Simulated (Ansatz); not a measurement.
**AlHF2: molecular dynamics (part 1 of 2)**

The run: molecular dynamics of AlHF2. Method and program: RKS BLYP/def2-SVPD (Ansatz 0.2.0).

It belongs to a series of runs on one base structure; here: dynamics from the start. Figures and captions count atoms from 1; the log counts them from 0 in places.

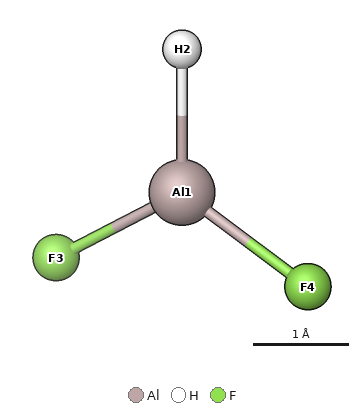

**Figure 1.** The input geometry (ball-and-stick view, seen at a tilt; atoms are numbered from 1 in the order of the input). Sticks mark near contacts.

## The input
```yaml
crystal:
  periodic: [false, false, false]
  atoms:
    - { symbol: Al, position_ang: [0.0, 0.0, 0.011759] }
    - { symbol: H, position_ang: [0.0, 0.0, 1.5751] }
    - { symbol: F, position_ang: [1.444986, 0.0, -0.858429] }
    - { symbol: F, position_ang: [-1.444986, 0.0, -0.858429] }
basis:
  gaussian: { orbitals: def2-SVPD }
hamiltonian:
  xc: blyp
md:
  timestep: 0.25
  n_steps: 100
  ensemble: nve
  temperature: 200.0
  initial_velocities: maxwell_boltzmann
  seed: 859032
```

Machine: 1 thread of Arm Neoverse V1, 24 GiB of memory available, shared host.

Launched with:
```bash
ansatz run input.yaml --threads 1 --pin off --max-ram 2048MiB --backend cpu --events-out ev --progress --plain --runs-dir out
```

## What the program printed
```
Engine: ansatz 0.2.0, aarch64-unknown-linux-gnu
Functional definition: BLYP
  parameter beta = 0.0042
  parameter a = 0.04918
  parameter b = 0.132
  parameter c = 0.2533
  parameter d = 0.349
  exchange = b88_x(beta = beta)
  correlation = lyp_c(a = a, b = b, c = c, d = d)
663 factors; their error is unknown
mean field evaluation 1: about -12039.1657 eV, gradient 5.8e1 eV
mean field evaluation 2: about -12003.4167 eV, gradient 1.6e2 eV
mean field evaluation 4: about -12044.6533 eV, gradient 3.2e0 eV
mean field evaluation 8: about -12044.6883 eV, gradient 1.1e-2 eV
mean field evaluation 16: about -12044.6486 eV, gradient 8.7e-6 eV
mean field -12044.64859805 eV, -442.6326718222 hartree, gradient 7.5e-6 eV, S^2 0.000000; 0 other end points of the search recorded, 0 dependent functions left out
the calculation of the forces begins
reference -12044.64891942 eV, -442.6326836323 hartree; 16, 16 occupied and 62, 62 virtual orbitals, 663 factors
md step     0: t =     0.00 fs  T =   200.0 K  F+E_penalty+E_count = -12044.64859805 eV  E_kin = 0.051704 eV  conserved = -12044.59689405 eV  (30 SCF iters)
these checks for a lower state are left out or cut short: starts, cluster_reference, orbital_swaps, neighbouring_geometries, increment
663 factors; their error is unknown
mean field -12044.64850946 eV, -442.6326685667 hartree, gradient 1.8e-5 eV, S^2 0.000000; 0 other end points of the search recorded, 0 dependent functions left out
the calculation of the forces begins
reference -12044.64883075 eV, -442.6326803740 hartree; 16, 16 occupied and 62, 62 virtual orbitals, 663 factors
md step     1: t =     0.25 fs  T =   199.7 K  F+E_penalty+E_count = -12044.64850946 eV  E_kin = 0.051616 eV  conserved = -12044.59689387 eV  (31 SCF iters)
[... from here on the SCF iterations and repeated set-up lines of each step are left out, up to the last step ...]
md step     2: t =     0.50 fs  T =   198.9 K  F+E_penalty+E_count = -12044.64831688 eV  E_kin = 0.051423 eV  conserved = -12044.59689357 eV  (30 SCF iters)
md step     3: t =     0.75 fs  T =   197.8 K  F+E_penalty+E_count = -12044.64802548 eV  E_kin = 0.051132 eV  conserved = -12044.59689330 eV  (31 SCF iters)
md step     4: t =     1.00 fs  T =   196.3 K  F+E_penalty+E_count = -12044.64764201 eV  E_kin = 0.050749 eV  conserved = -12044.59689272 eV  (30 SCF iters)
md step     5: t =     1.25 fs  T =   194.5 K  F+E_penalty+E_count = -12044.64717567 eV  E_kin = 0.050284 eV  conserved = -12044.59689205 eV  (31 SCF iters)
md step     6: t =     1.50 fs  T =   192.4 K  F+E_penalty+E_count = -12044.64663705 eV  E_kin = 0.049746 eV  conserved = -12044.59689130 eV  (30 SCF iters)
md step     7: t =     1.75 fs  T =   190.1 K  F+E_penalty+E_count = -12044.64603796 eV  E_kin = 0.049147 eV  conserved = -12044.59689050 eV  (30 SCF iters)
md step     8: t =     2.00 fs  T =   187.6 K  F+E_penalty+E_count = -12044.64539104 eV  E_kin = 0.048501 eV  conserved = -12044.59688967 eV  (30 SCF iters)
md step     9: t =     2.25 fs  T =   185.0 K  F+E_penalty+E_count = -12044.64470928 eV  E_kin = 0.047820 eV  conserved = -12044.59688886 eV  (30 SCF iters)
md step    10: t =     2.50 fs  T =   182.3 K  F+E_penalty+E_count = -12044.64400557 eV  E_kin = 0.047117 eV  conserved = -12044.59688808 eV  (30 SCF iters)
md step    11: t =     2.75 fs  T =   179.5 K  F+E_penalty+E_count = -12044.64329224 eV  E_kin = 0.046405 eV  conserved = -12044.59688736 eV  (31 SCF iters)
md step    12: t =     3.00 fs  T =   176.8 K  F+E_penalty+E_count = -12044.64258060 eV  E_kin = 0.045694 eV  conserved = -12044.59688673 eV  (31 SCF iters)
md step    13: t =     3.25 fs  T =   174.0 K  F+E_penalty+E_count = -12044.64188054 eV  E_kin = 0.044994 eV  conserved = -12044.59688622 eV  (31 SCF iters)
md step    14: t =     3.50 fs  T =   171.4 K  F+E_penalty+E_count = -12044.64120021 eV  E_kin = 0.044314 eV  conserved = -12044.59688583 eV  (30 SCF iters)
md step    15: t =     3.75 fs  T =   168.9 K  F+E_penalty+E_count = -12044.64054573 eV  E_kin = 0.043660 eV  conserved = -12044.59688559 eV  (31 SCF iters)
md step    16: t =     4.00 fs  T =   166.5 K  F+E_penalty+E_count = -12044.63992102 eV  E_kin = 0.043036 eV  conserved = -12044.59688549 eV  (31 SCF iters)
md step    17: t =     4.25 fs  T =   164.2 K  F+E_penalty+E_count = -12044.63932772 eV  E_kin = 0.042442 eV  conserved = -12044.59688553 eV  (31 SCF iters)
md step    18: t =     4.50 fs  T =   162.0 K  F+E_penalty+E_count = -12044.63876523 eV  E_kin = 0.041880 eV  conserved = -12044.59688570 eV  (30 SCF iters)
md step    19: t =     4.75 fs  T =   159.9 K  F+E_penalty+E_count = -12044.63823081 eV  E_kin = 0.041345 eV  conserved = -12044.59688600 eV  (28 SCF iters)
md step    20: t =     5.00 fs  T =   158.0 K  F+E_penalty+E_count = -12044.63771980 eV  E_kin = 0.040833 eV  conserved = -12044.59688640 eV  (31 SCF iters)
md step    21: t =     5.25 fs  T =   156.0 K  F+E_penalty+E_count = -12044.63722590 eV  E_kin = 0.040339 eV  conserved = -12044.59688689 eV  (31 SCF iters)
md step    22: t =     5.50 fs  T =   154.2 K  F+E_penalty+E_count = -12044.63674156 eV  E_kin = 0.039854 eV  conserved = -12044.59688742 eV  (30 SCF iters)
md step    23: t =     5.75 fs  T =   152.3 K  F+E_penalty+E_count = -12044.63625836 eV  E_kin = 0.039370 eV  conserved = -12044.59688799 eV  (22 SCF iters)
md step    24: t =     6.00 fs  T =   150.4 K  F+E_penalty+E_count = -12044.63576745 eV  E_kin = 0.038879 eV  conserved = -12044.59688856 eV  (22 SCF iters)
md step    25: t =     6.25 fs  T =   148.4 K  F+E_penalty+E_count = -12044.63526002 eV  E_kin = 0.038371 eV  conserved = -12044.59688910 eV  (22 SCF iters)
md step    26: t =     6.50 fs  T =   146.4 K  F+E_penalty+E_count = -12044.63472770 eV  E_kin = 0.037838 eV  conserved = -12044.59688958 eV  (21 SCF iters)
md step    27: t =     6.75 fs  T =   144.2 K  F+E_penalty+E_count = -12044.63416297 eV  E_kin = 0.037273 eV  conserved = -12044.59688999 eV  (22 SCF iters)
md step    28: t =     7.00 fs  T =   141.8 K  F+E_penalty+E_count = -12044.63355955 eV  E_kin = 0.036669 eV  conserved = -12044.59689030 eV  (21 SCF iters)
md step    29: t =     7.25 fs  T =   139.3 K  F+E_penalty+E_count = -12044.63291248 eV  E_kin = 0.036022 eV  conserved = -12044.59689033 eV  (22 SCF iters)
md step    30: t =     7.50 fs  T =   136.7 K  F+E_penalty+E_count = -12044.63221909 eV  E_kin = 0.035329 eV  conserved = -12044.59689041 eV  (22 SCF iters)
md step    31: t =     7.75 fs  T =   133.8 K  F+E_penalty+E_count = -12044.63147807 eV  E_kin = 0.034588 eV  conserved = -12044.59689036 eV  (22 SCF iters)
md step    32: t =     8.00 fs  T =   130.7 K  F+E_penalty+E_count = -12044.63069024 eV  E_kin = 0.033800 eV  conserved = -12044.59689020 eV  (22 SCF iters)
md step    33: t =     8.25 fs  T =   127.5 K  F+E_penalty+E_count = -12044.62985842 eV  E_kin = 0.032969 eV  conserved = -12044.59688991 eV  (22 SCF iters)
md step    34: t =     8.50 fs  T =   124.2 K  F+E_penalty+E_count = -12044.62898741 eV  E_kin = 0.032098 eV  conserved = -12044.59688959 eV  (22 SCF iters)
md step    35: t =     8.75 fs  T =   120.7 K  F+E_penalty+E_count = -12044.62808348 eV  E_kin = 0.031194 eV  conserved = -12044.59688910 eV  (21 SCF iters)
md step    36: t =     9.00 fs  T =   117.1 K  F+E_penalty+E_count = -12044.62715473 eV  E_kin = 0.030266 eV  conserved = -12044.59688852 eV  (21 SCF iters)
md step    37: t =     9.25 fs  T =   113.4 K  F+E_penalty+E_count = -12044.62621045 eV  E_kin = 0.029323 eV  conserved = -12044.59688788 eV  (22 SCF iters)
md step    38: t =     9.50 fs  T =   109.8 K  F+E_penalty+E_count = -12044.62526094 eV  E_kin = 0.028374 eV  conserved = -12044.59688720 eV  (22 SCF iters)
md step    39: t =     9.75 fs  T =   106.1 K  F+E_penalty+E_count = -12044.62431716 eV  E_kin = 0.027431 eV  conserved = -12044.59688650 eV  (21 SCF iters)
md step    40: t =    10.00 fs  T =   102.5 K  F+E_penalty+E_count = -12044.62339041 eV  E_kin = 0.026505 eV  conserved = -12044.59688579 eV  (21 SCF iters)
md step    41: t =    10.25 fs  T =    99.1 K  F+E_penalty+E_count = -12044.62249201 eV  E_kin = 0.025607 eV  conserved = -12044.59688511 eV  (22 SCF iters)
md step    42: t =    10.50 fs  T =    95.7 K  F+E_penalty+E_count = -12044.62163291 eV  E_kin = 0.024748 eV  conserved = -12044.59688447 eV  (22 SCF iters)
md step    43: t =    10.75 fs  T =    92.6 K  F+E_penalty+E_count = -12044.62082341 eV  E_kin = 0.023940 eV  conserved = -12044.59688389 eV  (21 SCF iters)
md step    44: t =    11.00 fs  T =    89.7 K  F+E_penalty+E_count = -12044.62007281 eV  E_kin = 0.023189 eV  conserved = -12044.59688339 eV  (28 SCF iters)
md step    45: t =    11.25 fs  T =    87.1 K  F+E_penalty+E_count = -12044.61938922 eV  E_kin = 0.022506 eV  conserved = -12044.59688298 eV  (21 SCF iters)
md step    46: t =    11.50 fs  T =    84.7 K  F+E_penalty+E_count = -12044.61877924 eV  E_kin = 0.021897 eV  conserved = -12044.59688267 eV  (22 SCF iters)
md step    47: t =    11.75 fs  T =    82.6 K  F+E_penalty+E_count = -12044.61824784 eV  E_kin = 0.021365 eV  conserved = -12044.59688248 eV  (22 SCF iters)
md step    48: t =    12.00 fs  T =    80.9 K  F+E_penalty+E_count = -12044.61779815 eV  E_kin = 0.020916 eV  conserved = -12044.59688240 eV  (22 SCF iters)
md step    49: t =    12.25 fs  T =    79.5 K  F+E_penalty+E_count = -12044.61743146 eV  E_kin = 0.020549 eV  conserved = -12044.59688244 eV  (21 SCF iters)
md step    50: t =    12.50 fs  T =    78.4 K  F+E_penalty+E_count = -12044.61714706 eV  E_kin = 0.020264 eV  conserved = -12044.59688260 eV  (21 SCF iters)
md step    51: t =    12.75 fs  T =    77.6 K  F+E_penalty+E_count = -12044.61694237 eV  E_kin = 0.020059 eV  conserved = -12044.59688288 eV  (22 SCF iters)
md step    52: t =    13.00 fs  T =    77.1 K  F+E_penalty+E_count = -12044.61681294 eV  E_kin = 0.019930 eV  conserved = -12044.59688327 eV  (22 SCF iters)
md step    53: t =    13.25 fs  T =    76.9 K  F+E_penalty+E_count = -12044.61675257 eV  E_kin = 0.019869 eV  conserved = -12044.59688375 eV  (22 SCF iters)
md step    54: t =    13.50 fs  T =    76.9 K  F+E_penalty+E_count = -12044.61675348 eV  E_kin = 0.019869 eV  conserved = -12044.59688432 eV  (22 SCF iters)
md step    55: t =    13.75 fs  T =    77.1 K  F+E_penalty+E_count = -12044.61680653 eV  E_kin = 0.019922 eV  conserved = -12044.59688497 eV  (21 SCF iters)
md step    56: t =    14.00 fs  T =    77.4 K  F+E_penalty+E_count = -12044.61690149 eV  E_kin = 0.020016 eV  conserved = -12044.59688566 eV  (22 SCF iters)
md step    57: t =    14.25 fs  T =    77.9 K  F+E_penalty+E_count = -12044.61702730 eV  E_kin = 0.020141 eV  conserved = -12044.59688638 eV  (21 SCF iters)
md step    58: t =    14.50 fs  T =    78.5 K  F+E_penalty+E_count = -12044.61717238 eV  E_kin = 0.020285 eV  conserved = -12044.59688712 eV  (22 SCF iters)
md step    59: t =    14.75 fs  T =    79.1 K  F+E_penalty+E_count = -12044.61732500 eV  E_kin = 0.020437 eV  conserved = -12044.59688785 eV  (22 SCF iters)
md step    60: t =    15.00 fs  T =    79.6 K  F+E_penalty+E_count = -12044.61747364 eV  E_kin = 0.020585 eV  conserved = -12044.59688854 eV  (22 SCF iters)
md step    61: t =    15.25 fs  T =    80.1 K  F+E_penalty+E_count = -12044.61760729 eV  E_kin = 0.020718 eV  conserved = -12044.59688918 eV  (22 SCF iters)
md step    62: t =    15.50 fs  T =    80.6 K  F+E_penalty+E_count = -12044.61771587 eV  E_kin = 0.020826 eV  conserved = -12044.59688974 eV  (22 SCF iters)
md step    63: t =    15.75 fs  T =    80.8 K  F+E_penalty+E_count = -12044.61779048 eV  E_kin = 0.020900 eV  conserved = -12044.59689021 eV  (21 SCF iters)
md step    64: t =    16.00 fs  T =    81.0 K  F+E_penalty+E_count = -12044.61782369 eV  E_kin = 0.020933 eV  conserved = -12044.59689049 eV  (22 SCF iters)
md step    65: t =    16.25 fs  T =    80.9 K  F+E_penalty+E_count = -12044.61781007 eV  E_kin = 0.020919 eV  conserved = -12044.59689072 eV  (22 SCF iters)
md step    66: t =    16.50 fs  T =    80.7 K  F+E_penalty+E_count = -12044.61774593 eV  E_kin = 0.020855 eV  conserved = -12044.59689082 eV  (21 SCF iters)
md step    67: t =    16.75 fs  T =    80.2 K  F+E_penalty+E_count = -12044.61762977 eV  E_kin = 0.020739 eV  conserved = -12044.59689079 eV  (21 SCF iters)
md step    68: t =    17.00 fs  T =    79.6 K  F+E_penalty+E_count = -12044.61746228 eV  E_kin = 0.020572 eV  conserved = -12044.59689062 eV  (21 SCF iters)
md step    69: t =    17.25 fs  T =    78.7 K  F+E_penalty+E_count = -12044.61724651 eV  E_kin = 0.020356 eV  conserved = -12044.59689049 eV  (22 SCF iters)
md step    70: t =    17.50 fs  T =    77.7 K  F+E_penalty+E_count = -12044.61698707 eV  E_kin = 0.020097 eV  conserved = -12044.59689007 eV  (29 SCF iters)
md step    71: t =    17.75 fs  T =    76.6 K  F+E_penalty+E_count = -12044.61669102 eV  E_kin = 0.019801 eV  conserved = -12044.59688954 eV  (22 SCF iters)
md step    72: t =    18.00 fs  T =    75.3 K  F+E_penalty+E_count = -12044.61636691 eV  E_kin = 0.019478 eV  conserved = -12044.59688892 eV  (21 SCF iters)
md step    73: t =    18.25 fs  T =    74.0 K  F+E_penalty+E_count = -12044.61602468 eV  E_kin = 0.019136 eV  conserved = -12044.59688824 eV  (22 SCF iters)
md step    74: t =    18.50 fs  T =    72.7 K  F+E_penalty+E_count = -12044.61567521 eV  E_kin = 0.018788 eV  conserved = -12044.59688753 eV  (21 SCF iters)
md step    75: t =    18.75 fs  T =    71.3 K  F+E_penalty+E_count = -12044.61532994 eV  E_kin = 0.018443 eV  conserved = -12044.59688678 eV  (21 SCF iters)
md step    76: t =    19.00 fs  T =    70.1 K  F+E_penalty+E_count = -12044.61500047 eV  E_kin = 0.018114 eV  conserved = -12044.59688608 eV  (22 SCF iters)
md step    77: t =    19.25 fs  T =    68.9 K  F+E_penalty+E_count = -12044.61469793 eV  E_kin = 0.017813 eV  conserved = -12044.59688543 eV  (22 SCF iters)
md step    78: t =    19.50 fs  T =    67.9 K  F+E_penalty+E_count = -12044.61443269 eV  E_kin = 0.017548 eV  conserved = -12044.59688488 eV  (21 SCF iters)
md step    79: t =    19.75 fs  T =    67.0 K  F+E_penalty+E_count = -12044.61421375 eV  E_kin = 0.017329 eV  conserved = -12044.59688442 eV  (22 SCF iters)
md step    80: t =    20.00 fs  T =    66.4 K  F+E_penalty+E_count = -12044.61404854 eV  E_kin = 0.017164 eV  conserved = -12044.59688408 eV  (21 SCF iters)
md step    81: t =    20.25 fs  T =    66.0 K  F+E_penalty+E_count = -12044.61394245 eV  E_kin = 0.017059 eV  conserved = -12044.59688387 eV  (22 SCF iters)
md step    82: t =    20.50 fs  T =    65.8 K  F+E_penalty+E_count = -12044.61389867 eV  E_kin = 0.017015 eV  conserved = -12044.59688382 eV  (20 SCF iters)
md step    83: t =    20.75 fs  T =    65.9 K  F+E_penalty+E_count = -12044.61391803 eV  E_kin = 0.017034 eV  conserved = -12044.59688392 eV  (22 SCF iters)
md step    84: t =    21.00 fs  T =    66.2 K  F+E_penalty+E_count = -12044.61399894 eV  E_kin = 0.017115 eV  conserved = -12044.59688416 eV  (21 SCF iters)
md step    85: t =    21.25 fs  T =    66.7 K  F+E_penalty+E_count = -12044.61413744 eV  E_kin = 0.017253 eV  conserved = -12044.59688455 eV  (22 SCF iters)
md step    86: t =    21.50 fs  T =    67.5 K  F+E_penalty+E_count = -12044.61432740 eV  E_kin = 0.017442 eV  conserved = -12044.59688505 eV  (22 SCF iters)
md step    87: t =    21.75 fs  T =    68.4 K  F+E_penalty+E_count = -12044.61456074 eV  E_kin = 0.017675 eV  conserved = -12044.59688566 eV  (21 SCF iters)
md step    88: t =    22.00 fs  T =    69.4 K  F+E_penalty+E_count = -12044.61482774 eV  E_kin = 0.017941 eV  conserved = -12044.59688634 eV  (21 SCF iters)
md step    89: t =    22.25 fs  T =    70.5 K  F+E_penalty+E_count = -12044.61511750 eV  E_kin = 0.018230 eV  conserved = -12044.59688708 eV  (22 SCF iters)
md step    90: t =    22.50 fs  T =    71.7 K  F+E_penalty+E_count = -12044.61541832 eV  E_kin = 0.018530 eV  conserved = -12044.59688783 eV  (22 SCF iters)
md step    91: t =    22.75 fs  T =    72.8 K  F+E_penalty+E_count = -12044.61571818 eV  E_kin = 0.018830 eV  conserved = -12044.59688857 eV  (22 SCF iters)
```
